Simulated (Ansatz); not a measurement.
FH5Si2···H2

Input

```
crystal:
  periodic: [false, false, false]
  atoms:
    - { symbol: Si, position_ang: [0.465261, -0.269707, -0.307267] }
    - { symbol: H, position_ang: [-0.63119, -0.420749, 2.123258] }
    - { symbol: H, position_ang: [1.217286, 0.071818, -1.550807] }
    - { symbol: H, position_ang: [-0.178856, 0.978564, 0.183405] }
    - { symbol: Si, position_ang: [-1.115475, -1.908317, -0.838042] }
    - { symbol: H, position_ang: [-1.921713, -2.340967, 0.336435] }
    - { symbol: H, position_ang: [-2.031451, -1.328028, -1.863433] }
    - { symbol: H, position_ang: [-0.448985, -3.102928, -1.43067] }
    - { symbol: F, position_ang: [1.53526, -0.789356, 0.773074] }
    - { symbol: H, position_ang: [0.012362, -0.68443, 2.256348] }
basis:
  gaussian: { orbitals: "6-31G*" }
hamiltonian:
  xc: pbe0
  dispersion: d4
relax:
  f_tol: 0.03
  max_steps: 50
output:
  orbitals: {}
```

Command:

```sh
ansatz run input.yaml --threads 1 --pin off --max-ram 2048MiB --backend cpu --events-out ev --progress --plain --runs-dir out
```

The fields are those of the run's last geometry, not of the input's.

The calculation used Ansatz, RKS PBE0-D4/6-31G*.

Predict the electron density and electron localisation function between the atoms.

Answer. Si–F (1.62 Å): the density is about 1 e/Å³ at the midpoint; the ELF peaks at about 0.85 in the valence shell of F, 0.5 Å from its nucleus, and is about 0.45 at the midpoint.
Si–Si (2.34 Å): ρ at the midpoint is about 0.66 e/Å³; the ELF peaks at about 1 between the atoms (a covalent bond).
Si–H (1.49 Å): ρ at the midpoint is about 0.77 e/Å³; the ELF climbs to about 1 towards the hydrogen, as it does in any bond to H.

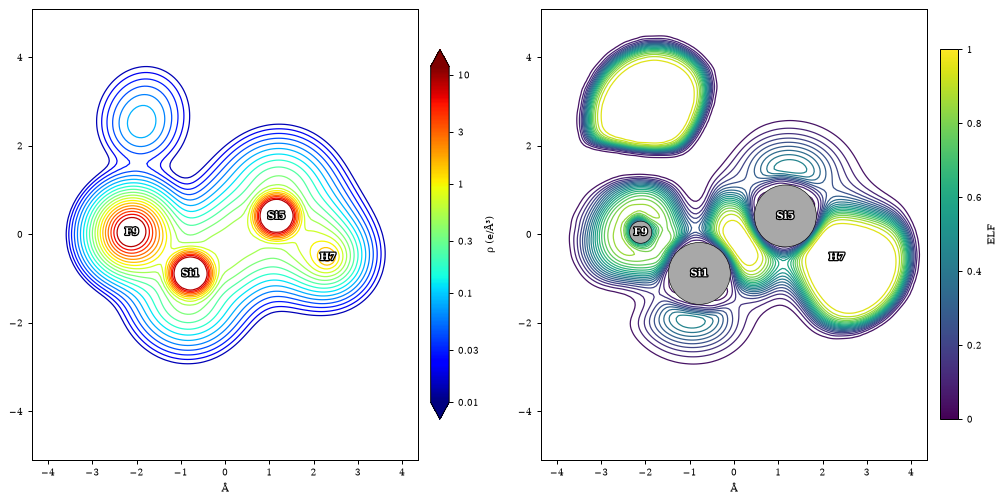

Computed electron density and electron localisation function on the plane of atoms Si1, Si5 and H7, in this order. Grey discs cover the atomic cores in the ELF map. 
